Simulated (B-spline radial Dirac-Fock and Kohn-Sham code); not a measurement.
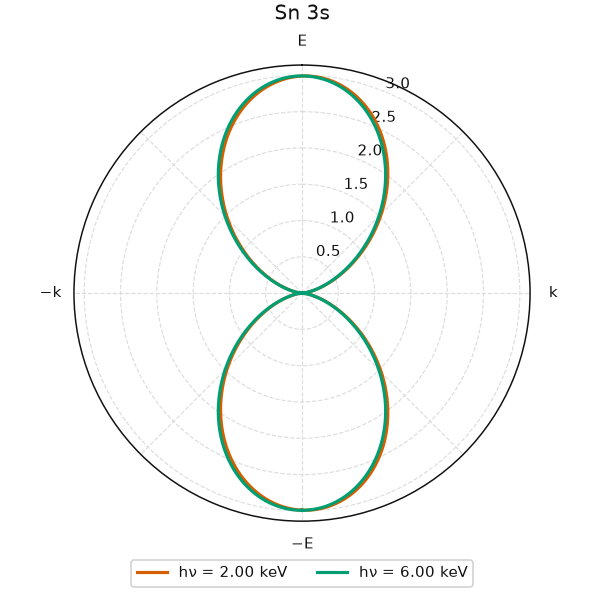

Fig. 1. Angular distribution of photoelectrons from M1 (3s) in the plane of the polarisation E (up) and the photon direction k (right), relative to an isotropic one. The figure is for the tin atom. The calculation used a Dirac–Hartree–Slater potential; 1 + βP₂(cos θ) + (δ + γ cos²θ) sin θ cos φ with E1 and E1–E2 terms (a B-spline radial code). Open shells are averaged over j.

What can be read from it?

At 2.00 keV, β = 1.990, γ = 0.135 and δ = 0.000. At 6.00 keV, β = 1.992, γ = −0.003 and δ = 0.000. At 6.00 keV the emission 45° forward of E is 1.0 times that 45° backward, and the lobe peaks 0° from E.
